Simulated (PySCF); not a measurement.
# SiH2 (SMILES [SiH2]): CCSD(T)/SBKJC (core potential)

Aim: the vertical singlet–triplet gap of SiH2 at CCSD(T)/SBKJC (core potential), from 2 runs. The job is set up through a Python script.

The calculation is run with PySCF 2.14.0.

8 further runs of the same task are left out: 8 set aside as unsound or not needed.

### Step 1. Starting point

SiH2 has 3 atoms, charge 0, and is taken as a singlet. As SMILES, `[SiH2]`. Geometry: relaxed at PBE0-D4/def2-TZVP.

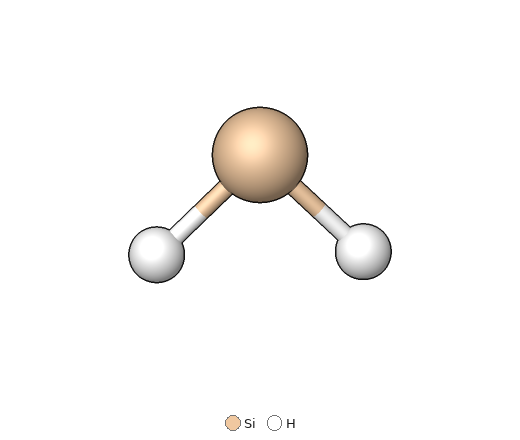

The structure, seen from a chosen angle (silicon light orange, hydrogen white).

### Step 2. A single-point energy at CCSD(T)/SBKJC (core potential)

File mol.xyz:

```xyz
3

Si    -0.491200     0.468600    -0.213600
H      0.840300     0.578600     0.522500
H     -0.349100    -1.047200    -0.308900
```

File run.py:

```python
from pyscf import gto, scf, cc

mol = gto.M(
    atom='mol.xyz',
    verbose=4,
    max_memory=1860,
    basis='sbkjc',
    ecp={'Si': 'sbkjc'},
    spin=0,
)

calc0 = scf.RHF(mol)
calc0.conv_tol = 1e-10
calc0.kernel()
if not calc0.converged:
    calc0 = calc0.newton().run(calc0.mo_coeff, calc0.mo_occ)

mycc = cc.CCSD(calc0)
mycc.kernel()
e_t = mycc.ccsd_t()
energy = mycc.e_tot + e_t
print('E(%s) = %.9f' % ('CCSD(T)', energy))
```

Run with:

```console
$ OMP_NUM_THREADS=1 python run.py
```

Log:

```text
PySCF version 2.14.0

[INPUT] num. atoms = 3
[INPUT] num. electrons = 6
[INPUT] charge = 0
[INPUT] spin (= nelec alpha-beta = 2S) = 0
[INPUT] symmetry False subgroup None
[INPUT] Mole.unit = angstrom
[INPUT] Symbol           X                Y                Z      unit          X                Y                Z       unit  Magmom
[INPUT]  1 Si    -0.491200000000   0.468600000000  -0.213600000000 AA   -0.928233472386   0.885525661971  -0.403645500207 Bohr   0.0
[INPUT]  2 H      0.840300000000   0.578600000000   0.522500000000 AA    1.587936862472   1.093395535673   0.987381900085 Bohr   0.0
[INPUT]  3 H     -0.349100000000  -1.047200000000  -0.308900000000 AA   -0.659703390086  -1.978921197645  -0.583736399878 Bohr   0.0

nuclear repulsion = 3.01808854715527
number of shells = 8
number of NR pGTOs = 22
number of NR cGTOs = 12
basis = sbkjc
ecp = {'Si': 'sbkjc'}

[... 33 lines left out ...]
converged SCF energy = -4.79782724521946
[... 11 lines left out ...]
Init t2, MP2 energy = -4.83778777202906  E_corr(MP2) -0.0399605268096013
[... 10 lines left out ...]
CCSD converged
[... 2 lines left out ...]
E(CCSD(T)) = -4.857076996
```

Wall time 0.54 s (1 thread of Arm Neoverse V2, shared host); peak memory 0.12 GiB.

### Step 3. The triplet

File input.py:

```python
from pyscf import gto, scf, cc

mol = gto.M(
    atom=[
    ('Si', (-0.491200, 0.468600, -0.213600)),
    ('H', (0.840300, 0.578600, 0.522500)),
    ('H', (-0.349100, -1.047200, -0.308900)),
],
    basis='sbkjc',
    ecp={'Si': 'sbkjc'},
    max_memory=1860,
    verbose=4,
    spin=2,
)

mf = scf.UHF(mol)
mf.conv_tol = 1e-10
mf.kernel()
if not mf.converged:
    mf = mf.newton().run(mf.mo_coeff, mf.mo_occ)

mycc = cc.CCSD(mf)
mycc.kernel()
e_t = mycc.ccsd_t()
e_tot = mycc.e_tot + e_t
print(f'total energy: {e_tot:.8f} hartree')
```

Run with:

```console
$ OMP_NUM_THREADS=1 python input.py
```

Log:

```text
PySCF version 2.14.0

[INPUT] num. atoms = 3
[INPUT] num. electrons = 6
[INPUT] charge = 0
[INPUT] spin (= nelec alpha-beta = 2S) = 2
[INPUT] symmetry False subgroup None
[INPUT] Mole.unit = angstrom
[INPUT] Symbol           X                Y                Z      unit          X                Y                Z       unit  Magmom
[INPUT]  1 Si    -0.491200000000   0.468600000000  -0.213600000000 AA   -0.928233472386   0.885525661971  -0.403645500207 Bohr   0.0
[INPUT]  2 H      0.840300000000   0.578600000000   0.522500000000 AA    1.587936862472   1.093395535673   0.987381900085 Bohr   0.0
[INPUT]  3 H     -0.349100000000  -1.047200000000  -0.308900000000 AA   -0.659703390086  -1.978921197645  -0.583736399878 Bohr   0.0

nuclear repulsion = 3.01808854715527
number of shells = 8
number of NR pGTOs = 22
number of NR cGTOs = 12
basis = sbkjc
ecp = {'Si': 'sbkjc'}

[... 20 lines left out ...]
WARN: HOMO -0.0145857560993379 >= LUMO -0.150417708119939
[... 42 lines left out ...]
converged SCF energy = -4.78019988559734  <S^2> = 2.0072352  2S+1 = 3.0048196
[... 11 lines left out ...]
Init t2, MP2 energy = -0.0322858770486445
[... 12 lines left out ...]
UCCSD converged
[... 2 lines left out ...]
total energy: -4.82870449 hartree
```

It took 0.58 s on 1 thread of Arm Neoverse V2, shared host; peak memory 0.12 GiB.

### Step 4. Outcome

Level: CCSD(T)/SBKJC (core potential).

| quantity | value |
| --- | --- |
| singlet: total energy | -4.85708 Eh |
| singlet: dipole moment (Hartree–Fock density) | 1.11 D |
| singlet: HOMO energy (Hartree–Fock orbitals) | -9.05 eV |
| singlet: LUMO energy (Hartree–Fock orbitals) | -0.05 eV |
| singlet: HOMO–LUMO gap (Hartree–Fock orbitals) | 8.99 eV |
| singlet: correlation energy | -59.2 mEh |
| singlet: (T) correction | -0.42 mEh |
| singlet: T1 diagnostic | 0.011 |
| triplet: total energy | -4.82870 Eh |
| triplet: dipole moment (Hartree–Fock density) | 0.79 D |
| triplet: HOMO energy (Hartree–Fock orbitals) (highest over α and β) | -8.44 eV |
| triplet: LUMO energy (Hartree–Fock orbitals) (lowest over α and β) | -0.22 eV |
| triplet: correlation energy | -48.5 mEh |
| triplet: (T) correction | -0.45 mEh |
| triplet: ⟨S²⟩ of the reference determinant | 2.007 |
| triplet: T1 diagnostic | 0.010 |
| vertical energy of the triplet above the singlet | 0.772 eV |

In words: At this shape the triplet lies 0.77 eV (74.5 kJ/mol) above the singlet. The triples (singlet) make up 0.7 % of the correlation energy. The triples (triplet) make up 0.9 % of the correlation energy.
